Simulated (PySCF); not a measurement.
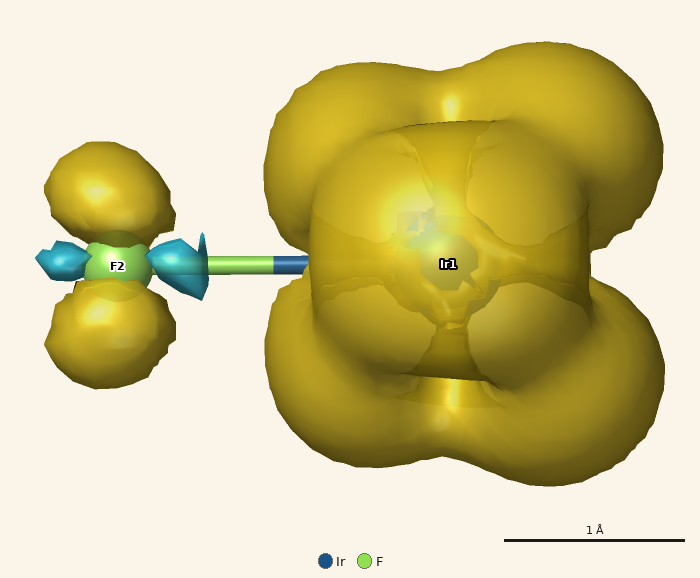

*IrF (triplet). Isosurfaces of the spin density at +0.05 (yellow) and −0.05 e/Å³ (cyan), seen from one side.*

The calculation used PySCF 2.14.0, PBE0/x2c-TZVPPall, spin-free X2C-1e, Gaussian nucleus, at a bond length of 1.850 Å.

```yaml
atoms:
  - { symbol: Ir, position_ang: [0.0000, 0.0000, -0.1658] }
  - { symbol: F, position_ang: [0.0000, 0.0000, 1.6842] }
```

> Which atoms carry the spin?

The unpaired spin (2 electrons) lies mostly on Ir1 (about 1.9) and F2 (about 0.1), in electrons by Hirshfeld's partition.
